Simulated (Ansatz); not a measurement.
# [GeF3]-: inputs that go wrong

Aim: try 2 inputs for [GeF3]- as typed, read how each ends, and find what has to change.

Computed with Ansatz 0.2.0, Gaussian basis. Level: the settings change from run to run.

## Step 1: The molecule

The structure was relaxed beforehand with r2SCAN-D4 in a triple-zeta def2 set.

4 atoms, charge -1, spin multiplicity 1.

Atoms are counted from 1 here; the program's logs count them from 0.

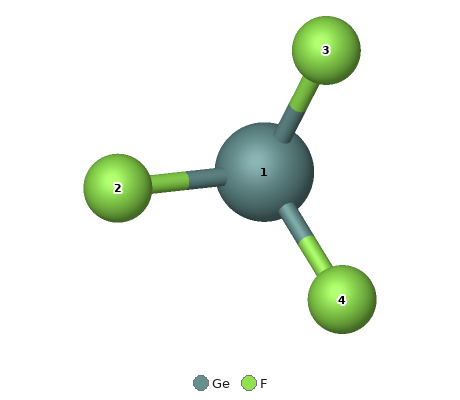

The structure; germanium teal, fluorine green; atoms are numbered from 1 in the order of the file.

## Step 2: Input 1

Input file in.yaml:

```yaml
crystal:
  periodic: [false, false, false]
  atoms:
    - {symbol: Ge, position_ang: [0.020129, 0.023129, 1.251871]}
    - {symbol: F, position_ang: [2.984616, -0.048999, -0.330500]}
    - {symbol: F, position_ang: [-1.369482, 2.512360, -0.520432]}
    - {symbol: F, position_ang: [-1.430865, -2.412900, -0.401652]}
basis:
  gaussian: {orbitals: def2-TZVP, nuclear_model: gaussian}
total_charge: -1
hamiltonian: {xc: {name: PBE0}, dispersion: d3bjatm}
scf: {omitted_lower_state_checks: [starts]}
output: {forces: true}
```

Command:

```console
$ ansatz run in.yaml --threads 4 --pin off --events-out ev --progress --plain --max-ram 3916MiB
```

Output:

```text
Functional definition: PBE0
  name "PBE0"
  cite "Adamo & Barone, J. Chem. Phys. 110, 6158 (1999) doi:10.1063/1.478522"
  cite "Perdew, Burke & Ernzerhof, Phys. Rev. Lett. 77, 3865 (1996) doi:10.1103/PhysRevLett.77.3865"
  parent pbe
  parameter a = 0.25
  parameter kappa = 0.804
  parameter beta = 0.06672455060314922
  exchange = (1 - a)*pbe_x(kappa = kappa, mu = beta*pi^2/3) + a*exact_x
  correlation = pbe_c(beta = beta)
these checks for a lower state are left out or cut short: starts
869 factors; their error is unknown
mean field evaluation 1: about -64644.7609 eV, gradient 4.3e1 eV
mean field evaluation 2: about -64415.4333 eV, gradient 2.5e2 eV
mean field evaluation 4: about -64650.1812 eV, gradient 2.4e1 eV
mean field evaluation 8: about -64651.0648 eV, gradient 1.5e1 eV
mean field evaluation 16: about -64651.6587 eV, gradient 1.1e-1 eV
mean field -64651.98229124 eV, -2375.9165265154 hartree, gradient 8.6e-5 eV, S^2 0.000000; 0 other end points of the search recorded, 0 dependent functions left out
the calculation of the forces begins
reference -64651.98230838 eV, -2375.9165271455 hartree; 30, 30 occupied and 111, 111 virtual orbitals, 869 factors
Total energy: -64652.01718107 eV, -2375.9178086931 hartree
Atom 0 at     0.020129     0.023129     1.251871 Å, force    -0.019308    -0.136918    -2.915101 eV/Å
Atom 1 at     2.984616    -0.048999    -0.330500 Å, force    -1.297097     0.034054     0.899665 eV/Å
Atom 2 at    -1.369482     2.512360    -0.520432 Å, force     0.608863    -1.077370     0.990515 eV/Å
Atom 3 at    -1.430865    -2.412900    -0.401652 Å, force     0.707541     1.180234     1.024920 eV/Å
Dipole moment:    -0.067088    -0.001229     2.221316 e Å
Checks for a lower state left out: starts
```

It took 1.1 s on 4 threads of Arm Neoverse V2, shared host.

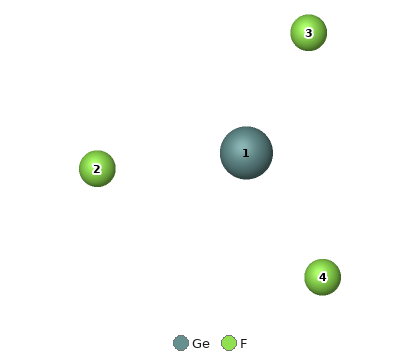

The geometry of this input.

**Diagnosis.** It ended without an error, which proves nothing about the input. The coordinates are in bohr but typed as ångström. The shortest distance is 3.28 Å (Ge1–F4), against 1.82 Å in the relaxed molecule. Its energy is no property of the relaxed molecule. Fix: take the coordinates from the file in ångström.

## Step 3: Input 2

Input file in.yaml:

```yaml
crystal:
  periodic: [false, false, false]
  atoms:
    - {symbol: Ge, position_ang: [-0.005803, 0.005508, 0.751272]}
    - {symbol: F, position_ang: [1.624258, -0.032772, -0.237652]}
    - {symbol: F, position_ang: [-0.782350, 1.418597, -0.266907]}
    - {symbol: D, position_ang: [-0.836094, -1.391334, -0.246712]}
basis:
  gaussian: {orbitals: def2-mTZVP}
total_charge: -1
hamiltonian: {xc: {name: SVWN5}}
accuracy: high
scf: {omitted_lower_state_checks: [starts]}
```

Same command.

Output:

```text
Error: YAML parse error: error: line 7 column 16: `D` is not an element symbol (H … Og, case-exact)
 --> <input>:7:16
  |
5 |     - {symbol: F, position_ang: [1.624258, -0.032772, -0.237652]}
6 |     - {symbol: F, position_ang: [-0.782350, 1.418597, -0.266907]}
7 |     - {symbol: D, position_ang: [-0.836094, -1.391334, -0.246712]}
  |                ^ `D` is not an element symbol (H … Og, case-exact)
8 | basis:
9 |   gaussian: {orbitals: def2-mTZVP}
  |
```

It took 0.05 s on 4 threads of Arm Neoverse V2, shared host.

**Diagnosis.** Refused before any calculation. An element symbol is wrong. Its coordinates are also moved off the relaxed structure. Cure: correct the symbol.

## Step 4: How the tries ended

```tsv
input	level	ended	cause	time
1	PBE0/def2-TZVP	converged	the coordinates are in bohr but typed as ångström	1.1 s
2	SVWN5/def2-mTZVP	refused	an element symbol is wrong	0.05 s
```

**Reading.** 1 converged, 1 refused. A refusal costs next to no computing time. The dangerous case is the input that converges on a wrong geometry, charge, spin, basis or grid: often only a look at the input shows it.
